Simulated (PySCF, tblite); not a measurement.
**C₄H₉FNSi₂ radical: geometry, infrared bands and EPR parameters**

Wanted: the infrared bands and EPR parameters of C₄H₉FNSi₂ radical (`C[SiH2]C[C@@](F)([SiH2])C#N`), by calculation.

Programs: tblite 0.8.0 and PySCF 2.14.0, with density-fitted response routines of our own. Each step states its level of theory. These are calculated values for one molecule in the gas phase, unless marked as measured. Atoms count from 0, in the outputs and in this text.

## 1. The starting structure

17 atoms, charge 0, multiplicity 2; geometry from: force field or distance geometry start.

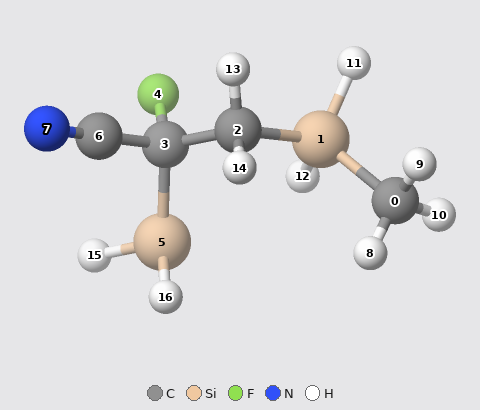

The starting geometry (carbon grey, silicon light orange, fluorine green, nitrogen blue, hydrogen white), atoms numbered.

## 2. Optimising the geometry with GFN2-xTB

The job: settings as JSON, then the geometry in Å.

```
{"job": {"kind": "relax", "xc": "GFN2-xTB", "basis": "xTB"}, "charge": 0, "multiplicity": 2}
C      2.592500    -0.127000     0.576200
Si     1.201500    -0.245000    -0.710700
C     -0.015300     1.102600    -0.413400
C     -1.429300     0.540400    -0.441200
F     -1.705100    -0.072100    -1.651200
Si    -1.703000    -0.730300     0.887600
C     -2.412500     1.600700    -0.230300
N     -3.175600     2.456600    -0.071500
H      2.188400    -0.020000     1.595400
H      3.189800     0.742300     0.264800
H      3.198500    -1.029600     0.517600
H      1.806200    -0.038600    -2.042900
H      0.616300    -1.599400    -0.582400
H      0.014100     1.816600    -1.280500
H      0.147800     1.682000     0.538400
H     -3.037400    -1.335000     0.831800
H     -1.483800    -0.082700     2.202400
```

The run is started by

```
OMP_NUM_THREADS=1 python probes_run.py task.json out
```

The driver reads the jobs from task.json and runs them one after another.

Output:

```text
step      E/eV     max force
  0    -656.86162    2.223
  1    -657.00582    3.405
  2    -656.96382    4.737
  3    -657.09050    0.584
  4    -657.10888    0.355
  5    -657.13811    0.661
  6    -657.14734    0.342
  7    -657.15363    0.229
  8    -657.16015    0.331
  9    -657.16661    0.387
 10    -657.17108    0.219
 11    -657.17386    0.131
 12    -657.17569    0.171
 13    -657.17711    0.160
 14    -657.17822    0.085
 15    -657.17908    0.068
 16    -657.17979    0.102
 17    -657.18050    0.101
 18    -657.18128    0.070
 19    -657.18214    0.084
 20    -657.18302    0.128
 21    -657.18384    0.130
 22    -657.18458    0.082
 23    -657.18522    0.056
 24    -657.18571    0.061
 25    -657.18612    0.075
 26    -657.18658    0.069
 27    -657.18716    0.061
 28    -657.18773    0.080
 29    -657.18812    0.059
 30    -657.18838    0.039
 31    -657.18866    0.045
 32    -657.18904    0.061
 33    -657.18942    0.066
 34    -657.18967    0.036
 35    -657.18982    0.030
 36    -657.18996    0.037
 37    -657.19012    0.046
 38    -657.19027    0.034
 39    -657.19041    0.025
 40    -657.19054    0.029
 41    -657.19068    0.041
 42    -657.19081    0.033
 43    -657.19092    0.021
 44    -657.19102    0.030
 45    -657.19117    0.056
 46    -657.19142    0.076
 47    -657.19176    0.069
 48    -657.19211    0.039
 49    -657.19239    0.044
 50    -657.19263    0.048
 51    -657.19289    0.059
 52    -657.19318    0.050
 53    -657.19346    0.035
 54    -657.19369    0.036
 55    -657.19391    0.044
 56    -657.19411    0.038
 57    -657.19427    0.033
 58    -657.19438    0.040
 59    -657.19448    0.028
 60    -657.19459    0.027
 61    -657.19467    0.024
 62    -657.19479    0.035
 63    -657.19493    0.037
 64    -657.19508    0.040
 65    -657.19520    0.030
 66    -657.19529    0.021
 67    -657.19536    0.029
 68    -657.19545    0.040
 69    -657.19553    0.033
 70    -657.19557    0.017
 71    -657.19559    0.014
 72    -657.19560    0.018
 73    -657.19563    0.023
 74    -657.19566    0.022
 75    -657.19568    0.013
 76    -657.19570    0.011
 77    -657.19572    0.011
 78    -657.19574    0.016
 79    -657.19576    0.014
 80    -657.19577    0.008
```

Wall time 0.5 s (1 thread of Arm Neoverse V2, shared host).

Along the way: (not every step is listed) (the energy doesn't fall at every step)

```tsv
step	energy from step 0 (eV)	largest force (eV/Å)
0	0.0000	2.2226
1	-0.1442	3.4051
2	-0.1022	4.7371
3	-0.2289	0.5843
4	-0.2473	0.3547
5	-0.2765	0.6612
6	-0.2857	0.3420
7	-0.2920	0.2288
8	-0.2985	0.3307
14	-0.3166	0.0853
20	-0.3214	0.1279
26	-0.3250	0.0691
32	-0.3274	0.0613
38	-0.3287	0.0342
44	-0.3294	0.0299
50	-0.3310	0.0477
56	-0.3325	0.0380
62	-0.3332	0.0352
68	-0.3338	0.0397
74	-0.3340	0.0219
75	-0.3341	0.0135
76	-0.3341	0.0108
77	-0.3341	0.0114
78	-0.3341	0.0155
79	-0.3341	0.0141
80	-0.3342	0.0081
```

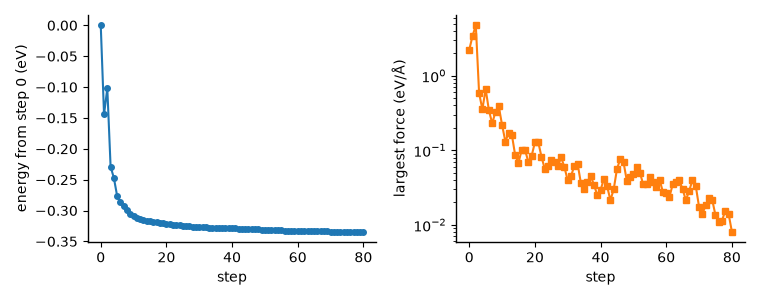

Energy and largest force along the relaxation.

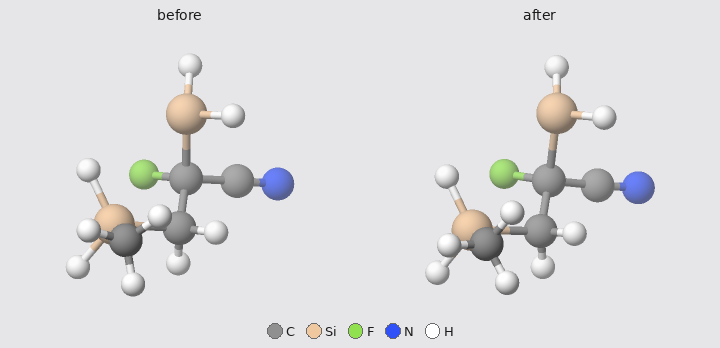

The geometry before (left) and after (right).

Close pairs (by a distance rule), those that changed most:

```tsv
bond	before (Å)	after (Å)	change (Å)
C3–Si5	1.859	1.941	+0.082
Si1–C2	1.840	1.919	+0.079
C2–H14	1.126	1.091	-0.035
C2–H13	1.124	1.093	-0.031
C3–C6	1.461	1.437	-0.024
Si5–H16	1.482	1.459	-0.023
C3–F4	1.384	1.402	+0.018
C0–H8	1.102	1.087	-0.015
```

The end geometry stands in the next job.

## 3. Vibrational analysis with GFN2-xTB

The job: settings as JSON, then the geometry in Å.

```
{"job": {"kind": "ir", "xc": "GFN2-xTB", "basis": "xTB"}, "charge": 0, "multiplicity": 2}
C      2.614639    -0.135947     0.543494
Si     1.282849    -0.270803    -0.800277
C     -0.026416     1.088147    -0.453036
C     -1.443264     0.530867    -0.420717
F     -1.693469    -0.182577    -1.601508
Si    -1.818050    -0.662827     1.063033
C     -2.400434     1.596384    -0.303050
N     -3.152741     2.440527    -0.112403
H      2.206075    -0.313345     1.534624
H      3.075630     0.847607     0.549517
H      3.401897    -0.863880     0.378676
H      1.856073    -0.037040    -2.130612
H      0.644796    -1.591800    -0.738071
H      0.028935     1.859206    -1.225240
H      0.159272     1.583835     0.501175
H     -3.124569    -1.281106     0.886462
H     -1.618221     0.054244     2.318025
```

Output:

```text
mode    cm-1     km/mol
  1     -40.2      0.07
  2      61.3      1.40
  3     100.6      3.08
  4     112.2      0.75
  5     124.8      3.00
  6     135.5      0.34
  7     167.9      5.30
  8     181.9      1.38
  9     224.5      2.36
 10     289.5      5.96
 11     365.1     12.89
 12     438.6     55.94
 13     458.6     10.61
 14     507.9     30.76
 15     541.1     30.62
 16     553.0     22.00
 17     581.1      7.38
 18     622.5     25.27
 19     681.8    162.98
 20     709.7    196.27
 21     731.6     47.44
 22     753.5      7.89
 23     757.8    108.22
 24     800.5     97.79
 25     821.7    104.04
 26     842.0    218.46
 27     906.2     58.82
 28    1024.4     59.84
 29    1095.3      2.06
 30    1183.6      5.38
 31    1257.4     24.18
 32    1373.8     14.51
 33    1472.0      3.80
 34    1484.3      0.04
 35    1490.8      0.31
 36    2220.1    345.61
 37    2235.4    249.71
 38    2300.3    154.83
 39    2335.3    385.72
 40    2359.3    315.92
 41    2965.3     32.09
 42    2985.7     16.37
 43    3032.7     32.52
 44    3038.9     19.49
 45    3057.0     21.55
```

Run time: 0.59 s. Hardware: 1 thread of Arm Neoverse V2, shared host.

The strongest bands and the atoms that carry them (share of the mass-weighted mode):

```tsv
cm⁻¹	km/mol	atoms
682	163.0	H12 38 %, H11 25 %, H10 11 %
710	196.3	H16 49 %, H15 41 %
842	218.5	H10 37 %, C0 14 %, H9 14 %, Si1 12 %
2220	345.6	H12 92 %
2235	249.7	H11 93 %
2300	154.8	H16 87 %, H15 11 %
2335	385.7	H15 86 %
2359	315.9	C6 60 %, N7 40 %
```

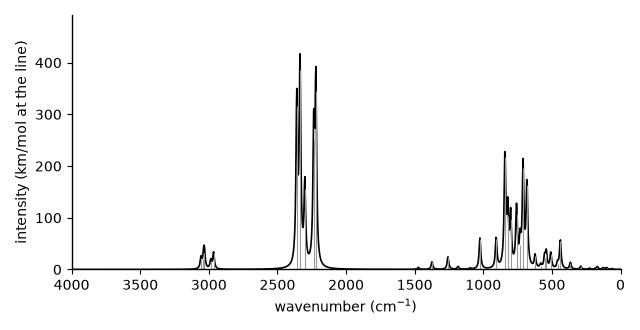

The infrared spectrum from these modes, unscaled. Lines are broadened to a width of 14 cm⁻¹ (Lorentzian).

## 4. EPR parameters: B3LYP/pcH-1

Same as in step 3 but for these lines:

```diff
@@ -1,2 +1,2 @@
-{"job": {"kind": "ir", "xc": "GFN2-xTB", "basis": "xTB"}, "charge": 0, "multiplicity": 2}
+{"job": {"kind": "epr", "basis": "pcH-1"}, "charge": 0, "multiplicity": 2}
 C      2.614639    -0.135947     0.543494
```

With the program's defaults for keys left out, this is: UKS B3LYP, pcH-1 on C F H N Si, non-relativistic, mean-field spin-orbit, GIAO.

Output:

```text
UKS, coarse grid
  cycle   1  E = -891.26569312  |g| = 5.50e-01
  cycle   2  E = -890.98240256  |g| = 1.00e+00
  cycle   3  E = -891.36861641  |g| = 2.22e-01
  cycle   4  E = -891.38846173  |g| = 6.30e-02
  cycle   5  E = -891.38990325  |g| = 2.32e-02
  cycle   6  E = -891.39008851  |g| = 4.65e-03
  cycle   7  E = -891.39009896  |g| = 1.27e-03
  cycle   8  E = -891.39010021  |g| = 5.00e-04
UKS, final grid
  cycle   1  E = -891.39010674  |g| = 5.19e-04
  cycle   2  E = -891.39010671  |g| = 6.41e-04
  cycle   3  E = -891.39010690  |g| = 1.52e-04
  cycle   4  E = -891.39010691  |g| = 7.32e-05
  cycle   5  E = -891.39010692  |g| = 4.57e-05
  cycle   6  E = -891.39010692  |g| = 1.38e-05
E = -891.39010692 Eh   <S^2> = 0.7520 (exact 0.7500)
g shifts (ppm)      1          2          3
  rmc          -138       -138       -138
  gc             19         10         25
  oz_so        -152        664       2228
  total        -272        536       2115
hyperfine (MHz)  atom isotope    a_iso     a_fc   dipolar eigenvalues
    0   13C       0.28       0.28     -0.33     -0.21      0.53
    1  29Si      -8.78      -8.79     -2.51      0.98      1.53
    2   13C       1.93       1.93     -0.63     -0.50      1.13
    3   13C       5.42       5.41     -3.50     -2.83      6.33
    4   19F       0.82       0.81     -4.95      1.40      3.54
    5  29Si    -463.81    -464.90   -179.04     89.24     89.80
    6   13C      22.70      22.70     -4.08     -0.85      4.94
    7   14N       1.64       1.64     -2.97     -2.62      5.58
    8    1H       0.27       0.27     -1.48     -1.27      2.74
    9    1H       0.07       0.07     -0.63     -0.60      1.23
   10    1H       0.75       0.75     -0.66     -0.62      1.28
   11    1H       7.06       7.05     -0.80     -0.65      1.45
   12    1H      13.45      13.45     -3.91     -2.66      6.57
   13    1H      -1.48      -1.48     -1.28     -0.85      2.13
   14    1H      -0.08      -0.09     -2.17     -1.61      3.78
   15    1H      42.00      41.98     -9.89      1.48      8.41
   16    1H      39.96      39.94     -9.97      1.43      8.54
```

Run time: 1.8 min. Hardware: 1 thread of Arm Neoverse V2, shared host; peak memory 1.1 GiB.

Principal g values 2.00205, 2.00286, 2.00443; g(iso) = 2.00311, against 2.00232 for a free electron.

Mean a(iso) over the nuclei that a row names, and the largest dipolar term of the row (other rows stand at the frozen geometry):

```tsv
nuclei	isotope	a(iso) (MHz)	a(iso) (G, at g = 2.0023)	largest dipolar term (MHz)
Si5	29Si	-463.8	-165.5	-179.0
H15, H16	1H	41.0	14.6	-10.0
C6	13C	22.7	8.1	4.9
H12	1H	13.4	4.8	6.6
Si1	29Si	-8.8	-3.1	-2.5
H11	1H	7.1	2.5	1.4
C3	13C	5.4	1.9	6.3
C2	13C	1.9	0.7	1.1
N7	14N	1.6	0.6	5.6
H13	1H	-1.5	-0.5	2.1
F4	19F	0.8	0.3	-4.9
H8, H9, H10	1H	0.4	0.1	2.7
C0	13C	0.3	0.1	0.5
H14	1H	-0.1	0.0	3.8
```

Mulliken spin populations:

C0 0.00; Si1 0.01; C2 0.00; C3 0.00; F4 0.00; Si5 0.95; C6 -0.03; N7 0.06; H8 0.00; H9 0.00; H10 0.00; H11 0.00; H12 0.00; H13 0.00; H14 0.00; H15 0.00; H16 0.00

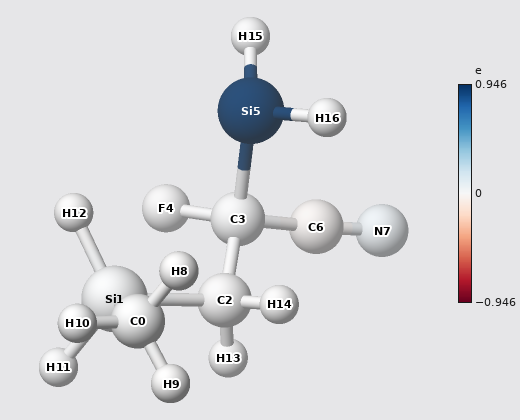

Mulliken spin populations, as colours on the atoms.

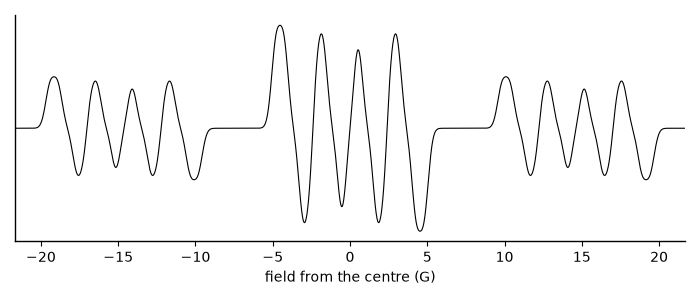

First-order isotropic spectrum (first derivative, main isotopes with spin only, couplings over 0.8 MHz, Gaussian width 0.3 G; couplings of the frozen geometry, rotation of groups not averaged beyond the rows shown).

Orbitals, density, ELF and potential are computed afterwards from the orbital file.

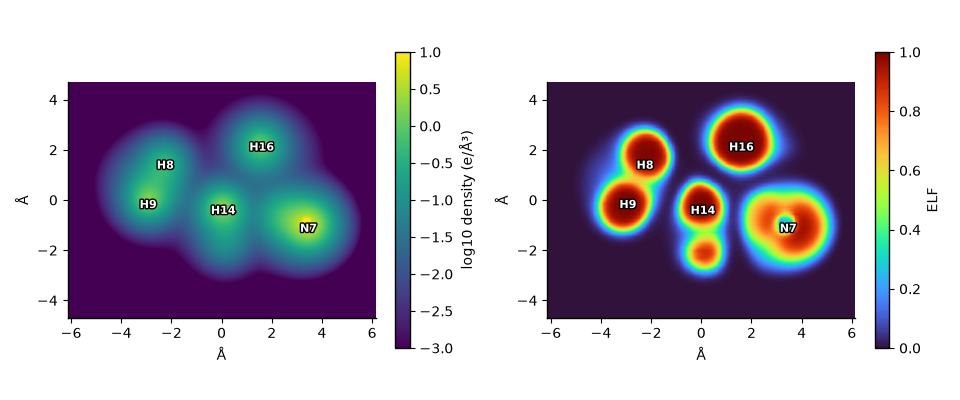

Density (left) and ELF (right) in a plane through or near 5 of the atoms.

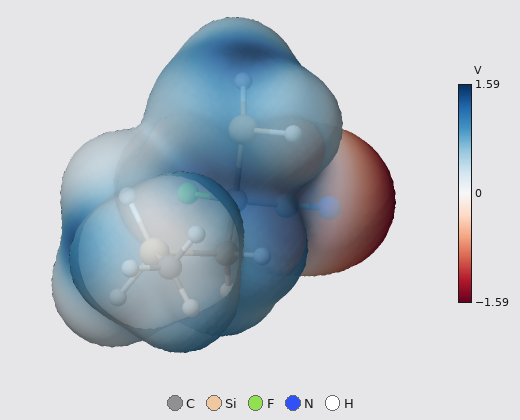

The potential that a unit positive charge feels on the 0.002 e/bohr³ surface, from -1.59 V near N7 to 1.40 V near H16.

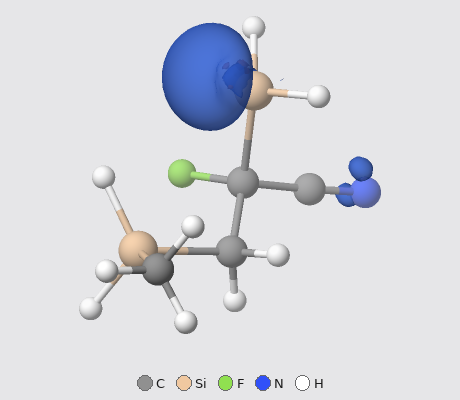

Spin density at ±0.07 e/Å³ (alpha excess blue, beta excess red).

## 5. What came out

| quantity | value |
| --- | --- |
| strongest single infrared mode (GFN2-xTB) | 2335 cm⁻¹, 386 km/mol |
| zero-point energy (GFN2-xTB) | 70.6 kcal/mol |
| g(iso) (B3LYP) | 2.00311 |
| ⟨S²⟩ | 0.752 (exact 0.75) |
| largest a(iso) (averaged by class) | 29Si on Si5, -463.8 MHz |
| potential on the surface of density 0.002 e/bohr³, 1st and 99th percentile | -1.59 V and 1.40 V |

**Reading.** Over 80 steps the energy fell by 0.334 eV; of the close pairs, C3–Si5 changed most, 1.859 to 1.941 Å. The lowest mode is imaginary (40i cm⁻¹), so the xTB geometry is not a minimum: the zero-point energy counts the real modes alone, and all values at this geometry belong to a saddle point. The strongest single mode, at 2335 cm⁻¹, moves mainly H15. GFN2-xTB is a fitted tight-binding method: band positions and strengths are rough. Its intensities can rank the bands wrongly. Si5 carries the largest spin population, 0.95 e. The isotropic g lies 0.8 ppt above the free-electron value. These values are for one conformer; the search (at its own cheap level) found 2 more, at 0.03, 1.22 kcal/mol (those within 0.05 may be mirror or relabelled copies), and measured spectra average over such forms.
